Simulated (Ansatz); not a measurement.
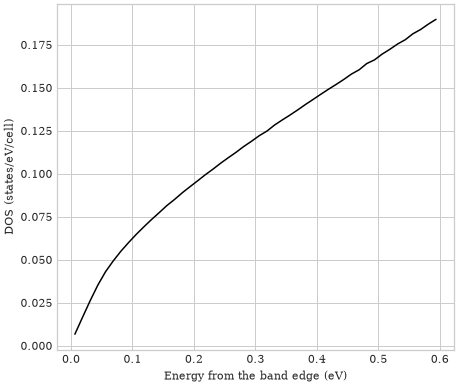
*Density of states of BP (F-43m) below the valence band maximum, r2SCAN with spin-orbit coupling, rigid bands (Ansatz, a first-principles code); cell volume 23.3 Å³.*

Problem. What effective density of states at 300 K does this give (∫ g(E) exp(−E/k_BT) dE, both spins, divided by the cell's size)?

Solution. 2.3e19 cm⁻³, a density-of-states mass of 0.94 mₑ, valleys and band degeneracy included.

Geometry: cell and atoms relaxed with r2SCAN.
